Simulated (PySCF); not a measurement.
C6H11ClOSi2

The calculation's input:

```
{"job": {"kind": "nmr", "xc": "PBE0", "basis": "pcSseg-1"}, "charge": 0, "multiplicity": 1}
C      3.196683    -1.579019     0.081766
C      2.374469    -0.810906     0.504836
Si     1.102379     0.373312     1.156150
Cl     1.900729     1.327582     2.776119
C      0.710086     1.641037    -0.207190
C      0.047529     1.015421    -1.435372
C     -1.354787     0.477932    -1.150848
Si    -1.389691    -1.023413     0.017753
O     -2.903942    -1.390409     0.501450
C     -0.469713    -0.577560     1.611179
H      3.915882    -2.252362    -0.288649
H      1.629334     2.138318    -0.523484
H      0.058025     2.425409     0.184113
H      0.677087     0.206369    -1.813026
H     -0.016194     1.775078    -2.221517
H     -1.817648     0.212895    -2.104316
H     -1.959990     1.288781    -0.738038
H     -0.773798    -2.171200    -0.659906
H     -3.589353    -1.622493    -0.118041
H     -1.110877     0.034218     2.243615
H     -0.235130    -1.472048     2.182933
```

Launched as:

```sh
OMP_NUM_THREADS=1 python probes_run.py task.json out
```

Geometry: GFN2-xTB.

Method: PySCF 2.14.0, PBE0/pcSseg-1, SCF density, gas phase, non-relativistic.

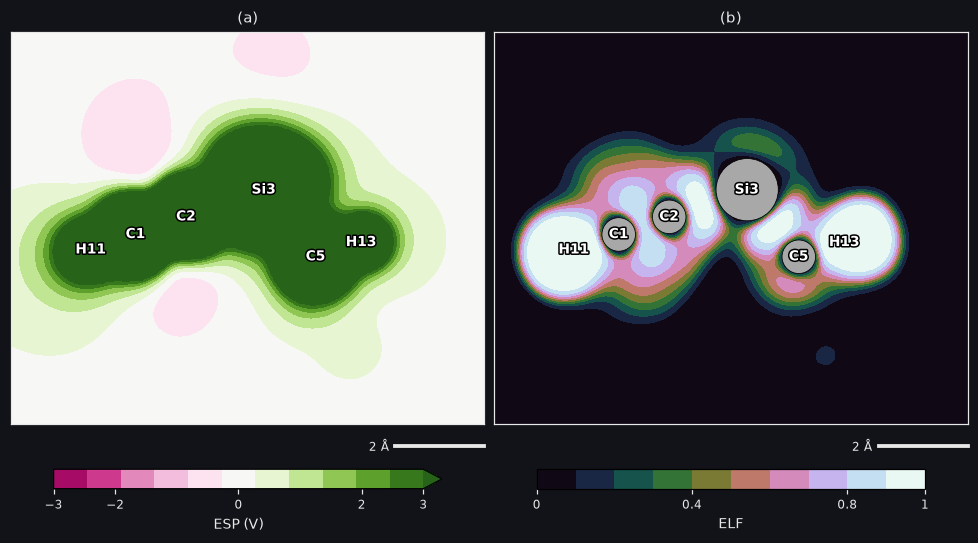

Figure 1. (a) molecular electrostatic potential; (b) electron localisation function on the plane of atoms C2, Si3 and C5. Grey discs cover the atomic cores in the ELF map.

Q: Describe what can be read from this map.

A: The plane passes through C, Si and H nuclei.
C–C (1.20 Å): the ELF peaks at about 0.85 between the atoms: a short, multiple covalent bond.
C–Si (1.86 Å): the ELF peaks at about 0.95 between the atoms; a shared electron pair.
C–Si (1.90 Å): the ELF peaks at about 0.95 between the atoms; a covalent bond.
C–H (1.05 Å): the ELF climbs to about 1 towards the hydrogen, as it does in any bond to H; an ordinary covalent bond to hydrogen.
Outside the dense part of the molecule the potential is most negative (−0.8 V) near C2.

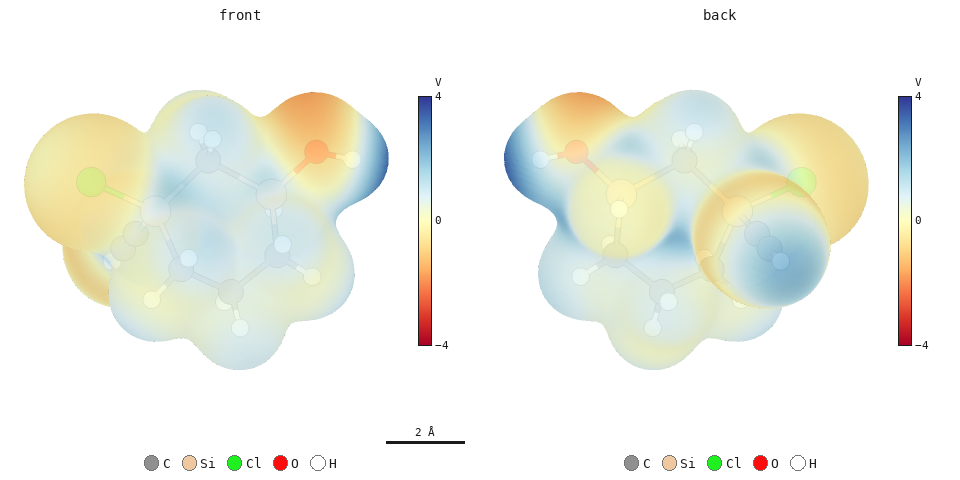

Figure 2. The electrostatic potential painted on the density surface at 0.004 e/bohr³, seen from the front and from behind; the colour scale runs from red (negative) to blue (positive).

Q: Describe the electrostatic potential map.

A: The most negative region (about −1.6 V) lies over O9, the most positive (about +3.2 V) over H19. O9 is the likeliest acceptor of a hydrogen bond.
